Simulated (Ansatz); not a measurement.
The starting structures come from a database of crystals and need not be the phases stable at ambient conditions.

 Where the default PAW files enter, the runs use the earlier of Ansatz's two default sets.

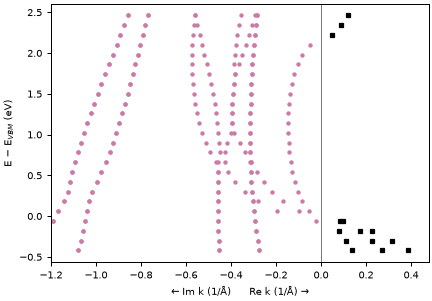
Figure: Complex bands at the centre of the two-dimensional zone; r2SCAN (Ansatz, an electronic-structure program)

No gap correction and no spin-orbit coupling; mid-gap values are interpolated between computed energies.

Task: This is Zn₂SeS (P-4m2, not sure to be the ambient phase, 4 atoms a cell, 21.1 Å³ an atom) along the normal of (111). Read off the slowest decay at the centre of the two-dimensional zone at 1.14 eV, the computed energy nearest the middle of the gap.

Result: κ ≈ 0.15 1/Å, a decay length 1/(2κ) of the density of 3.4 Å.
